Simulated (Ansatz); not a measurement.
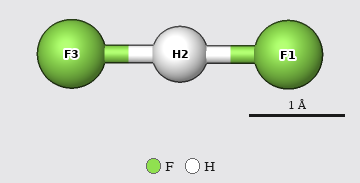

Fig. 1: The structure (ball-and-stick view, seen on its broad side; atoms are numbered from 1 in the order of the input). Bond lengths as drawn: F–H 1.14 Å.

## What a change does: single-point calculation on HF$_{2}$

System: HF$_{2}$, charge −1.
Method of the first run: RKS PBE0-D4/def2-TZVPPD (Ansatz 0.2.0).

The geometry comes from this level: PBE0-D4/def2-TZVPD. Text and figures count atoms from 1; the logs count them from 0 in places.

## Input, the first run
```yaml
crystal:
  periodic: [false, false, false]
  atoms:
    - {symbol: F, position_ang: [-0.973218, 0.344395, -0.490950]}
    - {symbol: H, position_ang: [-0.000007, 0.000008, -0.000001]}
    - {symbol: F, position_ang: [0.973235, -0.344404, 0.490961]}
basis:
  gaussian: {orbitals: "def2-TZVPPD.json"}
total_charge: -1
hamiltonian: {xc: pbe0, dispersion: d4}
output: {orbitals: {seedname: orbitals}}
```

Hardware: 2 CPU threads, shared host.

## Output (the first run)
```
Functional definition: PBE0
  parameter a = 0.25
  parameter kappa = 0.804
  parameter beta = 0.06672455060314922
  exchange = (1 - a)*pbe_x(kappa = kappa, mu = beta*pi^2/3) + a*exact_x
  correlation = pbe_c(beta = beta)
453 factors; their error is unknown
mean field evaluation 1: about -5448.3277 eV, gradient 2.9e1 eV
mean field evaluation 2: about -5447.4240 eV, gradient 4.1e1 eV
mean field evaluation 4: about -5449.4953 eV, gradient 3.0e-1 eV
mean field evaluation 8: about -5449.5120 eV, gradient 1.5e-3 eV
mean field -5449.51204647 eV, -200.2658738958 hartree, gradient 1.3e-5 eV, S^2 0.000000; 0 other end points of the search recorded, 0 dependent functions left out
reference -5449.51207570 eV, -200.2658749699 hartree; 10, 10 occupied and 87, 87 virtual orbitals, 453 factors
Total energy: -5449.52271140 eV, -200.2662658249 hartree
```

The second run used a changed input.

## The two runs side by side

```csv
quantity,the first run,the second run
outcome,converged,converged
total energy (hartree),−200.266266,−200.274854
HOMO (eV),−2.94,−2.94
LUMO (eV),5.87,5.33
basis functions,97,165
```

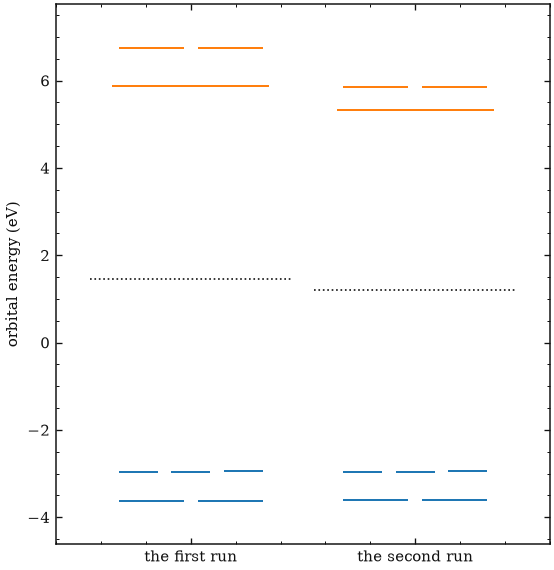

Fig. 2: The five highest filled and three lowest empty orbital energies of the two runs; the dotted lines part filled from empty levels. The HOMO–LUMO gap is 8.82 eV in the first run and 8.27 eV in the second run.

What was changed in the input?

The change (lines with − go, lines with + come):
```diff
-  gaussian: {orbitals: "def2-TZVPPD.json"}
+  gaussian: {orbitals: "def2-QZVPPD.json"}
```

The total energy of the second run is 5.4 kcal/mol lower, which measures the change of basis and not a stability. The LUMO goes from 5.87 to 5.33 eV. The basis functions go from 97 to 165.

## Output (the second run)
```
Functional definition: PBE0
  parameter a = 0.25
  parameter kappa = 0.804
  parameter beta = 0.06672455060314922
  exchange = (1 - a)*pbe_x(kappa = kappa, mu = beta*pi^2/3) + a*exact_x
  correlation = pbe_c(beta = beta)
488 factors; their error is unknown
mean field evaluation 1: about -5448.6223 eV, gradient 2.9e1 eV
mean field evaluation 2: about -5447.7345 eV, gradient 4.1e1 eV
mean field evaluation 4: about -5449.7387 eV, gradient 2.8e-1 eV
mean field evaluation 8: about -5449.7457 eV, gradient 1.5e-3 eV
mean field -5449.74573036 eV, -200.2744616203 hartree, gradient 2.4e-6 eV, S^2 0.000000; 0 other end points of the search recorded, 0 dependent functions left out
reference -5449.74576488 eV, -200.2744628891 hartree; 10, 10 occupied and 155, 155 virtual orbitals, 488 factors
Total energy: -5449.75640059 eV, -200.2748537441 hartree
```
